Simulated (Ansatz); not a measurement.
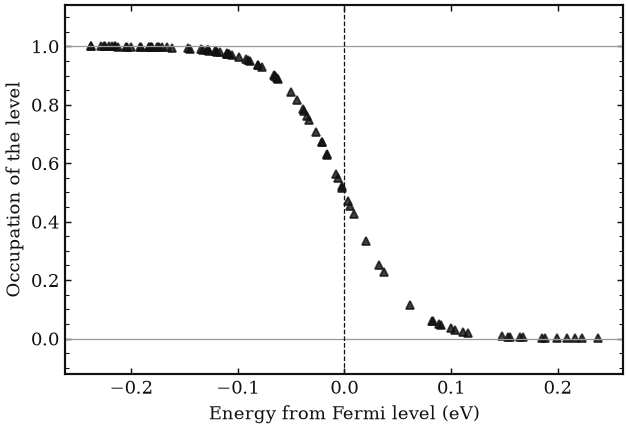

Occupations of the one-electron levels of the k mesh against their energy, from a run on Sr$_{2}$Sb$_{3}$P, space group P-3m1 (No. 164), 6 atoms in the cell, Eu2H3Cl-164 type type, with Ansatz.

Question: Name the smearing function and its width.

Answer: Fermi-Dirac smearing with a width of 0.03 eV. The occupations stay between 0 and 1 and have long exponential tails; the slope at the Fermi level is 1/(4 × width).
